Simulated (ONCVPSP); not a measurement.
# Ar: pseudopotential generation

System: argon (Ar, Z = 18), core [Ne], reference valence 3s2 3p6, valence charge 8.
Method: ONCV potential, PBEsol, non-relativistic, made with ONCVPSP 4.0.1.

**Key numbers**

- outcome: generated
- cutoffs needed: 19 Ha and 73 Ha (the cutoffs at which the residual kinetic energy of the hardest occupied pseudo-wave falls to 1 and 0.1 mHa per electron); the channels without a valence shell are harder: d needs 59 Ha for 1 mHa
- ghost test: no bound ghost flagged; GHOST(+) flagged for s at 225.6 eV
- largest excitation error: +92 meV (all-electron minus pseudo) for 3s2 3p3, out of 4 test configurations
- rms error of d²Exc/dni dnj: 1.94 mHa without and 0.55 mHa with the model core
- range over which the phases arctan(r R′/R) at the test radius agree within 0.05 rad (a looser test near the poles than one of phase shifts): s: over the whole range computed; p: up to about 3.8 Ha; d: over the whole range computed; f: not judged, local potential alone
- hardware: 1 CPU thread, shared host
- wall time: 5 s

**Input**
```
# ATOM AND REFERENCE CONFIGURATION
# atsym  z   nc   nv     iexc    psfile
  Ar 18.00    3    2  -116133      upf
#
#   n    l    f
    1    0    2.00
    2    0    2.00
    2    1    6.00
    3    0    2.00
    3    1    6.00
#
# PSEUDOPOTENTIAL AND OPTIMIZATION
# lmax
    2
#
#   l,   rc,      ep,       ncon, nbas, qcut
    0    1.20    0.00    5    8    6.80
    1    1.15    0.00    4    8    7.60
    2    1.15    0.37    4    7    7.60
#
# LOCAL POTENTIAL
# lloc, lpopt,  rc(5),   dvloc0
    4    5    1.05    0.00
#
# VANDERBILT-KLEINMAN-BYLANDER PROJECTORs
# l, nproj, debl
    0    2    4.00
    1    1    1.40
    2    2    2.40
#
# MODEL CORE CHARGE
# icmod, fcfact, rcfact
    2    0.30    1.15
#
# LOG DERIVATIVE ANALYSIS
# epsh1, epsh2, depsh
   -2.00    5.00    0.02
#
# OUTPUT GRID
# rlmax, drl
    6.00    0.01
#
# TEST CONFIGURATIONS
# ncnf
    4
# nvcnf
#   n    l    f
    2
    3    0    2.00
    3    1    5.00
#
    2
    3    0    2.00
    3    1    4.00
#
    2
    3    0    2.00
    3    1    3.00
#
    2
    3    0    1.00
    3    1    6.00
#
```

The log's header says scalar-relativistic, as this program prints it for non-relativistic runs too.

Launched with:
```bash
oncvpspnr.x < Ar.dat > Ar.out
```

**The program's output (extracts)**
```
ONCVPSP  (Optimized Norm-Conservinng Vanderbilt PSeudopotential)
scalar-relativistic version 4.0.1

#   n    l    f        energy (Ha)
    1    0    2.00    -1.1399050E+02
    2    0    2.00    -1.0811400E+01
    2    1    6.00    -8.4353497E+00
    3    0    2.00    -8.8105290E-01
    3    1    6.00    -3.7666145E-01

Reference configufation results
  iterations    21
  all-electron total energy (Ha)   -5.26606280D+02

Begin loop to  construct optimized pseudo wave functions
and semi-local pseudopoentials for all angular momenta

   Wellstate for l =  0  n =  5
     eigenvalue =   3.1189
     asymptotic potential =   3.6189
     half-point radius =  2.8142

Calculating optimized projector #   1

 for l=   0

    Fraction of norm inside rc  0.385903
    Optimizing pswf for qcut=   6.81 a_B^-1,  ecut=  23.20 Ha
    Residual kinetic energy error=  2.45D-04 Ha

    Energy error per electron        Cutoff
         Ha          eV             Ha
         0.01000     0.27211       14.12
         0.00100     0.02721       19.15
         0.00010     0.00272       73.39
         0.00001     0.00027      113.22

Calculating optimized projector #   2

 for l=   0

    Fraction of norm inside rc  0.075167
    Optimizing pswf for qcut=   6.81 a_B^-1,  ecut=  23.20 Ha
    Residual kinetic energy error=  4.67D-03 Ha

    Energy error per electron        Cutoff
         Ha          eV             Ha
         0.01000     0.27211       15.47
         0.00100     0.02721      112.63
         0.00010     0.00272      148.59
         0.00001     0.00027      166.72

Calculating optimized projector #   1

 for l=   1

    Fraction of norm inside rc  0.249333
    Optimizing pswf for qcut=   7.61 a_B^-1,  ecut=  28.96 Ha
    Residual kinetic energy error=  1.86D-05 Ha

    Energy error per electron        Cutoff
         Ha          eV             Ha
         0.01000     0.27211        6.66
         0.00100     0.02721       16.74
         0.00010     0.00272       24.30
         0.00001     0.00027       42.37

   Wellstate for l =  2  n =  3
     eigenvalue =   0.3700
     asymptotic potential =   0.8700
     half-point radius =  3.7221

   Wellstate for l =  2  n =  5
     eigenvalue =   2.7700
     asymptotic potential =   3.2700
     half-point radius =  3.4320

Calculating optimized projector #   1

 for l=   2

    Fraction of norm inside rc  0.147101
    Optimizing pswf for qcut=   7.61 a_B^-1,  ecut=  28.96 Ha
    Residual kinetic energy error=  4.17D-03 Ha

    Energy error per electron        Cutoff
         Ha          eV             Ha
         0.01000     0.27211       24.59
         0.00100     0.02721       59.45
         0.00010     0.00272      121.44
         0.00001     0.00027      141.01

Calculating optimized projector #   2

 for l=   2

    Fraction of norm inside rc  0.109347
    Optimizing pswf for qcut=   7.61 a_B^-1,  ecut=  28.96 Ha
    Residual kinetic energy error=  1.37D-02 Ha

    Energy error per electron        Cutoff
         Ha          eV             Ha
         0.01000     0.27211       30.38
         0.00100     0.02721       43.30
         0.00010     0.00272      103.32
         0.00001     0.00027      170.02

Construct Vanderbilt / Kleinmman-Bylander projectors

B matrix Hermiticity error, ll=   0
   1   2    3.2260E-09

  Orthonormal projector coefficients  1.6129E+01  3.5755E+00

B matrix Hermiticity error, ll=   2
   1   2    2.5305E-08

  Orthonormal projector coefficients -1.2818E+01 -3.3558E+00

Model core correction analysis
  based on d2Exc/dn_idn_j

d2excae - all-electron derivatives

   -3.437817D-02   -2.913861D-02
   -2.913929D-02   -2.698210D-02

d2excps - pseudofunction derivatives with no core correction

   -3.675373D-02   -3.106084D-02
   -3.106160D-02   -2.838795D-02

rms 2nd derivative error    1.937137E-03

amplitude prefactor, scale prefactor
   11.0293    1.1678

d2excps - pseudofunction derivatives with core correction

   -3.500628D-02   -2.971789D-02
   -2.971865D-02   -2.735233D-02

rms 2nd derivative error    5.483653E-04

Pseudoatom total energy  -21.083790

Diagnostic tests using Vanderbilt-Kleinman-Bylander pseudopotentials
  1 or more projectors used as specified by nproj input data

   l    rcore       rmatch      e in        delta e   norm test  slope test

   0   1.2052942   1.2418896  -0.8810529   0.0000000   1.0000000   1.0000000
   0   1.2052942   1.2418896   3.1189471   0.0000000   1.0000000   1.0000000

   1   1.1558653   1.1909599  -0.3766615  -0.0000000   1.0000000   1.0000001

   2   1.1558653   1.1909599   0.3700000  -0.0000001   1.0000000   1.0000000
   2   1.1558653   1.1909599   2.7700000   0.0000001   0.9999999   0.9999999

 Testing for bound ghosts
   n   l    E NL Schr. Eq   E Basis Diag.   E Cutoff

   1   0       -0.881053       -0.871694    179.47

   2   1       -0.376661       -0.335654    164.95

 Testing for highly-localized positive-energy ghosts
       l    <radius>/rc     E Basis Diag.   E Cutoff

       0        0.582825        8.290322    179.47  WARNING - GHOST(+)

Test configuration 0

   n   l     f        eae           eps        diff
   1   0  2.0000 -113.99050072
   2   0  2.0000  -10.81140025
   2   1  6.0000   -8.43534971
   3   0  2.0000   -0.88105290   -0.88105290    0.00D+00
   3   1  6.0000   -0.37666145   -0.37666146   -1.17D-08

    Total energies and differences
      AE_ref= -5.26606280D+02  AE_tst= -5.26606280D+02  dif=  0.00D+00
      PS_ref= -2.10837903D+01  PS_tst= -2.10837903D+01  dif=  3.55D-14
      PSP excitation error= -3.55D-14

Test configuration 1

   n   l     f        eae           eps        diff
   1   0  2.0000 -114.51128077
   2   0  2.0000  -11.32115854
   2   1  6.0000   -8.94648015
   3   0  2.0000   -1.33597837   -1.33542185    5.57D-04
   3   1  5.0000   -0.81148755   -0.81103921    4.48D-04

    Total energies and differences
      AE_ref= -5.26606280D+02  AE_tst= -5.26017174D+02  dif=  5.89D-01
      PS_ref= -2.10837903D+01  PS_tst= -2.04948687D+01  dif=  5.89D-01
      PSP excitation error=  1.84D-04

Test configuration 2

   n   l     f        eae           eps        diff
   1   0  2.0000 -115.12345212
   2   0  2.0000  -11.91254779
   2   1  6.0000   -9.54038045
   3   0  2.0000   -1.84383581   -1.84207369    1.76D-03
   3   1  4.0000   -1.29975246   -1.29827218    1.48D-03

    Total energies and differences
      AE_ref= -5.26606280D+02  AE_tst= -5.24965574D+02  dif=  1.64D+00
      PS_ref= -2.10837903D+01  PS_tst= -1.94441764D+01  dif=  1.64D+00
      PSP excitation error=  1.09D-03

Test configuration 3

   n   l     f        eae           eps        diff
   1   0  2.0000 -115.81894760
   2   0  2.0000  -12.57609836
   2   1  6.0000  -10.20773522
   3   0  2.0000   -2.39506793   -2.39126191    3.81D-03
   3   1  3.0000   -1.83266683   -1.82942391    3.24D-03

    Total energies and differences
      AE_ref= -5.26606280D+02  AE_tst= -5.23402814D+02  dif=  3.20D+00
      PS_ref= -2.10837903D+01  PS_tst= -1.78837135D+01  dif=  3.20D+00
      PSP excitation error=  3.39D-03

Test configuration 4

   n   l     f        eae           eps        diff
   1   0  2.0000 -114.55390293
   2   0  2.0000  -11.36500457
   2   1  6.0000   -8.98935484
   3   0  1.0000   -1.35814199   -1.35731785    8.24D-04
   3   1  6.0000   -0.83107041   -0.83047106    5.99D-04

    Total energies and differences
      AE_ref= -5.26606280D+02  AE_tst= -5.25491380D+02  dif=  1.11D+00
      PS_ref= -2.10837903D+01  PS_tst= -1.99692401D+01  dif=  1.11D+00
      PSP excitation error=  3.49D-04
```

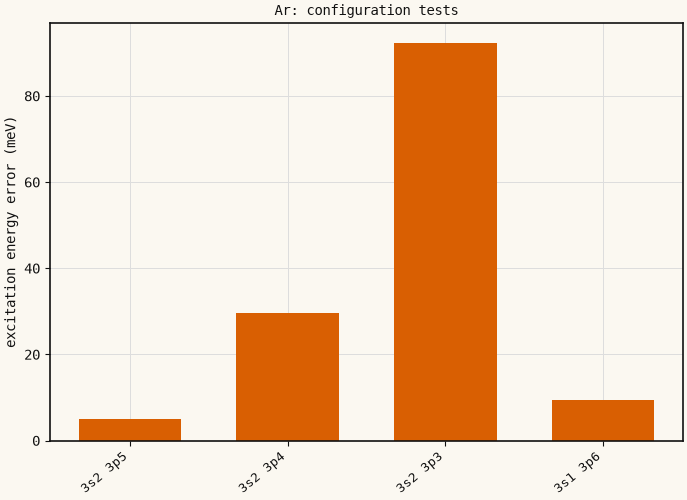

Errors, all-electron minus pseudo, of the energies of valence configurations relative to the unpolarised reference 3s2 3p6.

- Worst configuration: 3s2 3p3 (charge +3): the error is +92 meV on an all-electron energy of +87.17 eV relative to the reference, or 0.11 %.
- Errors in meV: 3s2 3p5: +5.0; 3s2 3p4: +30; 3s2 3p3: +92; 3s1 3p6: +9.5.
- Configurations within 10 meV and within 50 meV: 2 and 3 of 4.

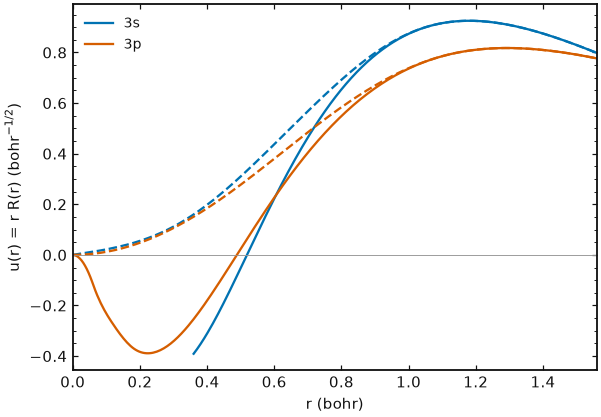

All-electron valence functions (solid) with their pseudo partners (dashed). The innermost oscillations of some all-electron curves aren't drawn. Reference configuration 3s2 3p6.

- Matching radii: 3s at 1.20 bohr; 3p at 1.15 bohr. The curves merge smoothly, so the plot gives these only roughly.
- Nodes of the pseudo-waves: 3s has no node; 3p has no node.

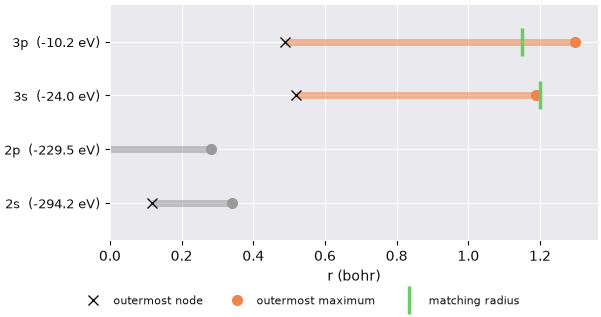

Outer shells of the all-electron reference atom: each bar runs from the outermost node (or the nucleus) to the outermost maximum of u(r); the tick is the radius chosen for the pseudo-wave. Shells without a tick have no pseudo-wave of their own. Levels, nodes and maxima are from ld1.x, non-relativistic.

- Radii against the shells: 3s: 1.20 bohr, outside the maximum; 3p: 1.15 bohr, between node and maximum.

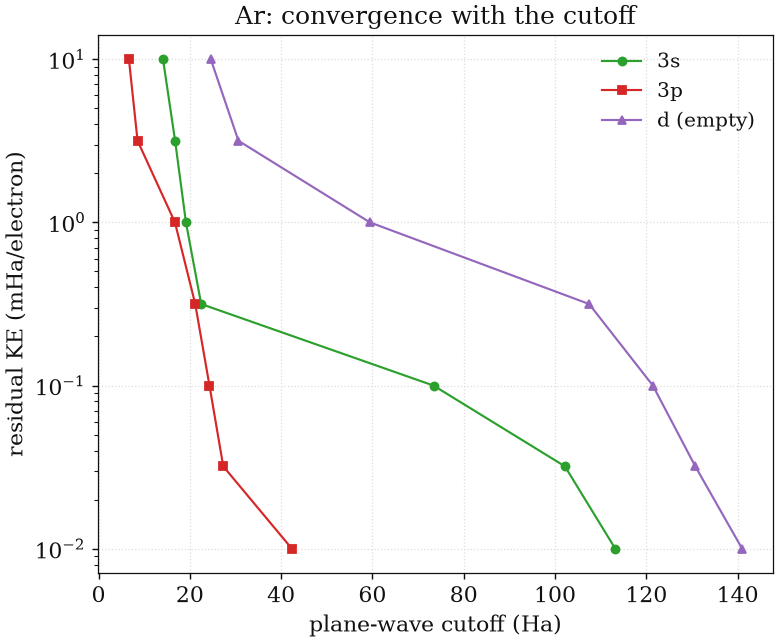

Residual kinetic energy of the pseudo-waves (the first of each channel, and further valence shells) beyond the plane-wave cutoff, as the generator prints it.

- Cutoffs for 1 mHa per electron: d (empty): 59 Ha; 3s: 19 Ha; 3p: 17 Ha.
- Cutoffs for the occupied states: 19 Ha for 1 mHa and 73 Ha for 0.1 mHa per electron. The first is set by 3s.
- Hardest wave at 1 mHa per electron: d (empty), with rc = 1.15 bohr and qcut = 7.6 1/bohr. The optimisation minimises, but can't always remove, the kinetic energy above qcut²/2 = 28.9 Ha, and a larger rc would as a rule soften the wave at some cost in transferability.
